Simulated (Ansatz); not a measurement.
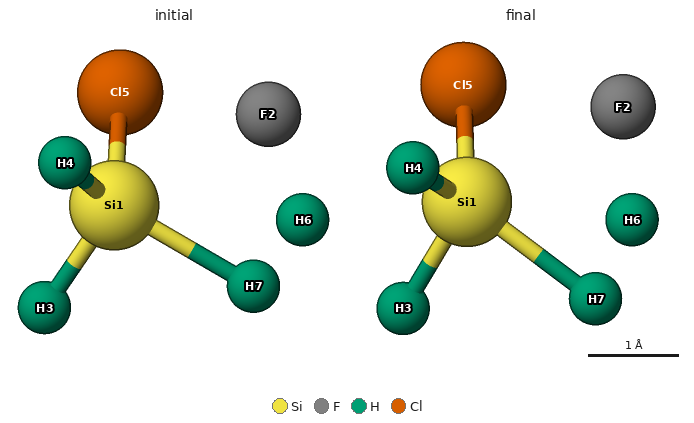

The structure of SiH₄ClF before (left) and after (right) a constrained relaxation, at one scale.

The picture is a ball-and-stick view, seen at a tilt.

The reaction that was planned forms Si1–H7, F2–H6 and breaks Si1–F2, H6–H7 (atoms numbered from 1 in input order).

These are results of Ansatz, RKS PBE0-D4/def2-SVP, not measurements. Settings: held fixed: the distance between atoms 1 (Si) and 7 (H), the distance between atoms 2 (F) and 6 (H), the distance between atoms 1 (Si) and 2 (F), the distance between atoms 6 (H) and 7 (H), counting from 1; force threshold 0.04 eV/Å; at most 150 steps.

Summarise the run.

Answer. After 5 geometry steps the energy has fallen by 25.2 kJ/mol. The largest force component goes from 1.1 to 0.036 eV/Å. The forces were under the threshold at step 3, but the run went on from there. The atom that moves furthest after the best rigid fit is H6 (0.20 Å). Largest moves by element: H 0.20 Å, F 0.15 Å, Cl 0.10 Å, Si 0.08 Å. Among the contacts that change: Si1–H6 2.167 → 1.913 Å, Si1–Cl5 1.989 → 2.042 Å, Si1–H4 1.443 → 1.476 Å, Si1–H3 1.465 → 1.493 Å. Bond angles that change, for instance: Cl5–Si1–H7 106.1° → 115.4°, H3–Si1–H7 93.6° → 85.0°, H4–Si1–H7 121.0° → 116.9°.
